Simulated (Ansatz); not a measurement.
# Fields on a plane of Ta (bcc, W type)

```xyz
1
Lattice="-1.6410 1.6410 1.6410 1.6410 -1.6410 1.6410 1.6410 1.6410 -1.6410" Properties=species:S:1:pos:R:3 pbc="T T T"
Ta     0.0000     0.0000     0.0000
```

The slice is a {211} plane (indices of the conventional cell) through the point (0.000, 0.000, 0.000) (fractional), spanned by u = [111] and v = [1 0 -1] in vectors of this cell: u (2.84 Å) and v (4.64 Å, at 90° to u). It covers one period; positions are fractions (u, v).

Atoms on it: Ta at (0.00, 0.00).

Calculation: PBEsol (plane waves to 420 eV, PAW, scalar-relativistic; Ansatz, a program for electronic structure). k mesh 20×20×20. Near the nuclei the fields are pseudised (PAW); where an atom keeps semicore shells as valence, they peak there. Spin-orbit coupling is left out, though Ta is heavy. Ta is run without spin polarisation. Ta was relaxed with its symmetry unable to fall. The PAW data are Ansatz's earlier set.

```
|xxxxxx@@@@**..  ....  ..**@@@@xxxx|
|xxxxxx@@%%==    ::::    ==%%@@xxxx|
|xx@@@@@@**..  ..::::..  ..**@@@@@@|
|@@@@%%**::    ::----::    ::**%%@@|
|**++==..    ..--====--..    ..==++|
|....      ..::==++++==::..      ..|
|        ..--==++****++==--..      |
|::::::----==++++++++++++==----::::|
|============++++++++++++==========|
|++++++========================++++|
|++++====--------------------====++|
|====----::::::::::::::::::::----==|
|------::::::::::::::::::::::::----|
|------::::................::::----|
|------::::::::::::::::::::::::----|
|====----::::::::::::::::::::----==|
|++++====--------------------====++|
|++++++========================++++|
|============++++++++++++==========|
|::::::----==++++++++++++==----::::|
|        ..--==++****++==--..      |
|....      ..::==++++==::..      ..|
|**++==..    ..--====--..    ..==++|
|@@@@%%**::    ::----::    ::**%%@@|
|xx@@@@@@**..  ..::::..  ..**@@@@@@|
|xxxxxx@@%%==    ::::    ==%%@@xxxx|
|xxxxxx@@@@**..  ....  ..**@@@@xxxx|
|xxxxxx@@@@**..  ....  ..**@@@@xxxx|
```
Scale: ten equal steps from 0.19 (start of ' ') to 0.76 (end of '@'), in the order ' .:-=+*#%@'. Values: electron localisation function (ELF). The map has 17 points along u (two characters each, u = 0 at the left) and 28 along v (v = 0 in the bottom row). Points within 0.5 Å of a nucleus are blanked (x), as the pseudised field means little there.

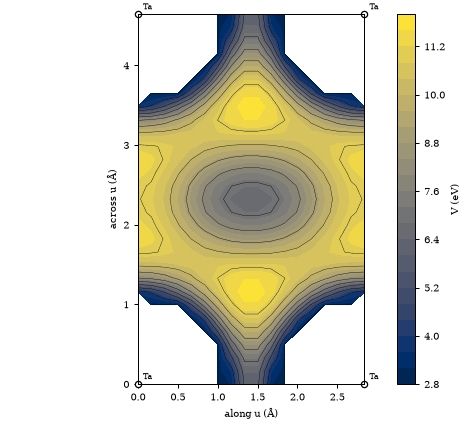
Electrostatic potential energy of an electron, from the cell's mean, in eV, one period of the plane, atoms marked. Points within 1 Å of a nucleus are left white, as the pseudised field means little there. Values under 3 eV are set to 3. The zero, the cell's mean, hangs on the PAW cores.

| Item | Result |
|---|---|
| Density on the Ta–Ta line (2.84 Å) at its midpoint | 0.31 e/Å³ |
| ELF at that point | 0.3 |
